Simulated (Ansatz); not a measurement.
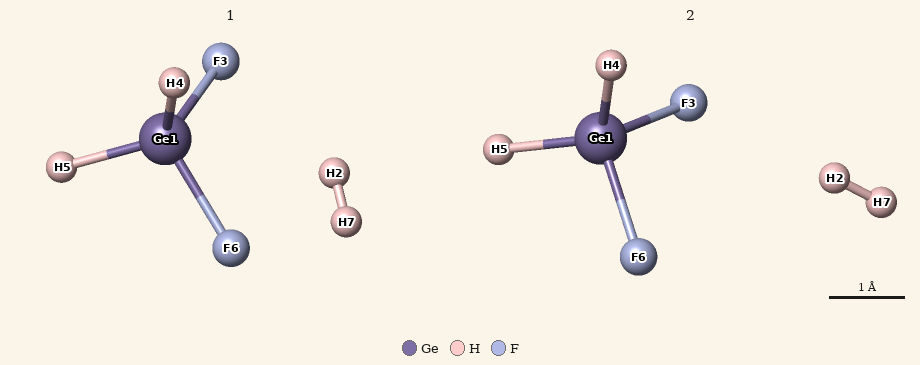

Two geometries of GeH₄F₂, drawn at one scale. One is the start of a relaxation, the other its converged end. The picture is a ball-and-stick view, seen at a tilt.

Theory: RKS PBE/def2-SVP (Ansatz 0.2.0). Set-up: no spin polarisation; force threshold 0.03 eV/Å; at most 50 steps.

Which one is relaxed?

Structure 2 is the relaxed one. The run prepares an end point of a later path (reaction) calculation, from a guessed geometry. H7 moves most after the best rigid fit: 1.41 Å. By element the largest moves are H 1.41 Å, F 0.95 Å, Ge 0.41 Å. Near-neighbour distances that change, for instance: H2–H7 0.721 → 0.769 Å, Ge1–F6 1.714 → 1.748 Å. Among the angles between lasting bonds that change: F3–Ge1–F6 110.6° → 105.3°. After 18 accepted moves (21 points after the start) the energy has fallen by 0.297 eV. Largest force component: 1.8 eV/Å at the start, 0.029 eV/Å at the end. The line search rejected the trial steps at points 6, 8, 14 of the run.
